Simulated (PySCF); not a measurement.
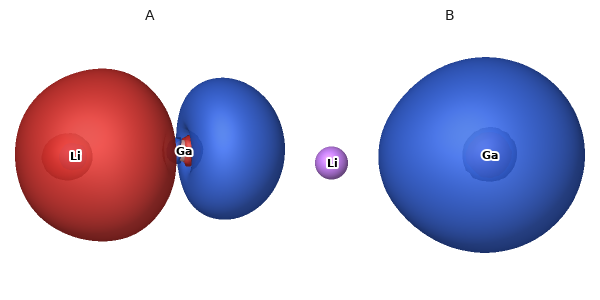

LiGa. Two frontier orbitals, each drawn at the value that holds 80 % of its norm (blue and red are the two phases), in no order; of a degenerate pair one member is drawn.

Method: PBE0/aug-pcseg-1, non-relativistic, at a bond length of 2.882 Å (PySCF 2.14.0).

Label each orbital by symmetry, say whether it is occupied, and order them by energy.

Answer. Orbital B: σ, occupied, −9.29 eV; mainly on Ga (95 %).
Orbital A: σ, occupied, −3.62 eV; shared between the atoms (Li 40 %, Ga 60 %).
